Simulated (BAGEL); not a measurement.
# C2H3ClF2 (1-chloro-1,1-difluoroethane) at HF/STO-3G (density fitting with cc-pvqz-jkfit)

What is the vertical singlet–triplet gap of C2H3ClF2 (1-chloro-1,1-difluoroethane) at HF/STO-3G (density fitting with cc-pvqz-jkfit)? 

The results are computed with BAGEL 1.2.2.

1 further run of the same task is left out (it didn't finish).

## 1. The system as given

The species is C2H3ClF2 (8 atoms), meant as a singlet with charge 0. SMILES: `CC(F)(F)Cl`. The coordinates come from a PBE0-D4/def2-TZVP relaxation.

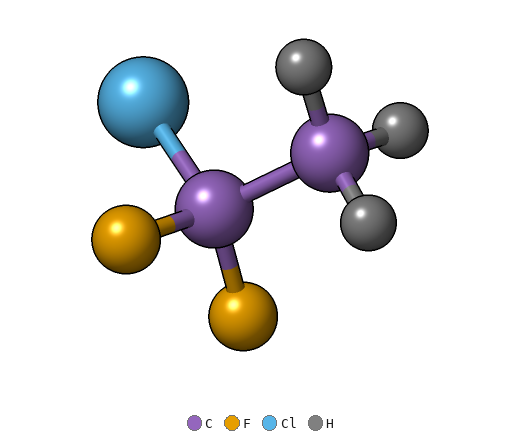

The structure, seen from a chosen angle (carbon purple, fluorine amber, chlorine blue, hydrogen grey).

## 2. The energy at HF/STO-3G (density fitting with cc-pvqz-jkfit)

calc.json reads:

```json
{ "bagel": [

{
  "title": "molecule",
  "basis": "sto-3g",
  "df_basis": "cc-pvqz-jkfit",
  "angstrom": true,
  "geometry": [
    { "atom": "C", "xyz": [   -0.591960,   -0.305640,    0.477310 ] },
    { "atom": "C", "xyz": [    0.524930,    0.179790,   -0.395910 ] },
    { "atom": "F", "xyz": [    1.713900,    0.014330,    0.206290 ] },
    { "atom": "F", "xyz": [    0.571970,   -0.511300,   -1.546500 ] },
    { "atom": "Cl", "xyz": [    0.352900,    1.905700,   -0.801400 ] },
    { "atom": "H", "xyz": [   -0.600880,    0.257090,    1.409000 ] },
    { "atom": "H", "xyz": [   -0.428120,   -1.363800,    0.687730 ] },
    { "atom": "H", "xyz": [   -1.542750,   -0.176190,   -0.036530 ] }
  ]
},
{
  "title": "hf"
},
{
  "title": "print",
  "file": "orbitals.molden",
  "orbitals": true
}

]}
```

Launch:

```bash
BAGEL_NUM_THREADS=1 BAGEL calc.json > calc.out
```

What it wrote:

```text
* using 1 threads per process

  ===============================================================
  ===============================================================

  *** Geometry ***

  { "atom" : "C", "xyz" : [     -1.118642,     -0.577576,      0.901985 ] },
  { "atom" : "C", "xyz" : [      0.991974,      0.339754,     -0.748161 ] },
  { "atom" : "F", "xyz" : [      3.238802,      0.027080,      0.389832 ] },
  { "atom" : "F", "xyz" : [      1.080867,     -0.966217,     -2.922461 ] },
  { "atom" : "Cl", "xyz" : [      0.666884,      3.601251,     -1.514427 ] },
  { "atom" : "H", "xyz" : [     -1.135499,      0.485830,      2.662624 ] },
  { "atom" : "H", "xyz" : [     -0.809030,     -2.577208,      1.299621 ] },
  { "atom" : "H", "xyz" : [     -2.915375,     -0.332951,     -0.069032 ] },

  Number of auxiliary basis functions:      725

  Since a DF basis is specified, we compute 2- and 3-index integrals:
    o Being stored without compression. Storage requirement is 0.006 GB

  Number of basis functions:       32
  Number of electrons      :       50

    * METHOD: MOLECULE                             0.49

  *** RHF ***

  === Nuclear Repulsion ===
   246.3847390504

      * DIIS with orbital gradients will be used.

  === RHF iteration (sto-3g) ===
      0       -727.02762945          0.02452077           0.05
      1       -727.19991696          0.00841211           0.05
      2       -727.21869110          0.00118545           0.05
      3       -727.21975658          0.00017488           0.05
      4       -727.21977768          0.00003540           0.05
      5       -727.21977850          0.00000498           0.05
      6       -727.21977851          0.00000157           0.05
      7       -727.21977851          0.00000048           0.05
      8       -727.21977851          0.00000015           0.05
      9       -727.21977851          0.00000005           0.05
     10       -727.21977851          0.00000001           0.05
    * SCF iteration converged.

    * Permanent dipole moment:
           (    0.415825,     0.677692,    -0.474136) a.u.

    * METHOD: HF                                   0.65

    * METHOD: PRINT                                0.00

  ===============================================================
```

It took 1.3 s on 1 thread of Arm Neoverse V1, shared host; peak memory 0.083 GiB.

## 3. The triplet

job.json reads:

```json
{ "bagel" : [

{
  "title" : "molecule",
  "basis" : "sto-3g",
  "df_basis" : "cc-pvqz-jkfit",
  "angstrom" : true,
  "geometry" : [
    { "atom" : "C", "xyz" : [   -0.591960,   -0.305640,    0.477310 ] },
    { "atom" : "C", "xyz" : [    0.524930,    0.179790,   -0.395910 ] },
    { "atom" : "F", "xyz" : [    1.713900,    0.014330,    0.206290 ] },
    { "atom" : "F", "xyz" : [    0.571970,   -0.511300,   -1.546500 ] },
    { "atom" : "Cl", "xyz" : [    0.352900,    1.905700,   -0.801400 ] },
    { "atom" : "H", "xyz" : [   -0.600880,    0.257090,    1.409000 ] },
    { "atom" : "H", "xyz" : [   -0.428120,   -1.363800,    0.687730 ] },
    { "atom" : "H", "xyz" : [   -1.542750,   -0.176190,   -0.036530 ] }
  ]
},
{ "title" : "uhf", "nopen" : 2 },
{ "title" : "print", "file" : "orbitals.molden", "orbitals" : true }

]}
```

Launch:

```bash
BAGEL_NUM_THREADS=1 BAGEL job.json > job.out
```

What it wrote:

```text
* using 1 threads per process

  ===============================================================
  ===============================================================

  *** Geometry ***

  { "atom" : "C", "xyz" : [     -1.118642,     -0.577576,      0.901985 ] },
  { "atom" : "C", "xyz" : [      0.991974,      0.339754,     -0.748161 ] },
  { "atom" : "F", "xyz" : [      3.238802,      0.027080,      0.389832 ] },
  { "atom" : "F", "xyz" : [      1.080867,     -0.966217,     -2.922461 ] },
  { "atom" : "Cl", "xyz" : [      0.666884,      3.601251,     -1.514427 ] },
  { "atom" : "H", "xyz" : [     -1.135499,      0.485830,      2.662624 ] },
  { "atom" : "H", "xyz" : [     -0.809030,     -2.577208,      1.299621 ] },
  { "atom" : "H", "xyz" : [     -2.915375,     -0.332951,     -0.069032 ] },

  Number of auxiliary basis functions:      725

  Since a DF basis is specified, we compute 2- and 3-index integrals:
    o Being stored without compression. Storage requirement is 0.006 GB

  Number of basis functions:       32
  Number of electrons      :       50

    * METHOD: MOLECULE                             0.50

  *** Open-shell HF ***

  === Nuclear Repulsion ===
   246.3847390504

      * DIIS with orbital gradients will be used.

  === UHF iteration (sto-3g) ===
      0       -726.68526447          0.03616478           0.10
      1       -726.82819995          0.01401357           0.10
      2       -726.85602216          0.00612011           0.10
      3       -726.86626040          0.00406568           0.10
      4       -726.88138653          0.00279951           0.10
      5       -726.89078244          0.00168727           0.10
      6       -726.89373561          0.00145806           0.10
      7       -726.89627751          0.00145325           0.10
      8       -726.89778175          0.00134656           0.10
      9       -726.90424060          0.00089940           0.10
     10       -726.90478704          0.00063262           0.10
     11       -726.90591701          0.00053079           0.10
     12       -726.90588985          0.00035112           0.10
     13       -726.90600622          0.00009293           0.10
     14       -726.90601235          0.00002108           0.10
     15       -726.90601320          0.00000469           0.09
     16       -726.90601325          0.00000216           0.09
     17       -726.90601327          0.00000110           0.09
     18       -726.90601327          0.00000068           0.09
     19       -726.90601327          0.00000036           0.09
     20       -726.90601327          0.00000012           0.09
     21       -726.90601327          0.00000004           0.09
     22       -726.90601327          0.00000001           0.09
     23       -726.90601327          0.00000001           0.09
    * SCF iteration converged.

    * S^2 (UHF) is 2.0050

    * Permanent dipole moment:
           (    0.446696,    -0.638317,    -0.099609) a.u.

    * METHOD: UHF                                  2.42

    * METHOD: PRINT                                0.00

  ===============================================================
```

Run time: 3.3 s. Hardware: 1 thread of Arm Neoverse V1, shared host; peak memory 0.083 GiB.

## 4. Summary of results

Level: HF/STO-3G (density fitting with cc-pvqz-jkfit).

| quantity | value |
| --- | --- |
| singlet: total energy | -727.21978 Eh |
| singlet: dipole moment | 2.35 D |
| singlet: HOMO energy | -10.87 eV |
| singlet: LUMO energy | 9.32 eV |
| singlet: HOMO–LUMO gap | 20.20 eV |
| triplet: total energy | -726.90601 Eh |
| triplet: dipole moment | 2.00 D |
| triplet: ⟨S²⟩ | 2.005 |
| vertical energy of the triplet above the singlet | 8.538 eV |

**Reading.** At this shape the triplet lies 8.54 eV (197 kcal/mol) above the singlet. In a minimal basis such a difference can be off by several eV, whatever the method.
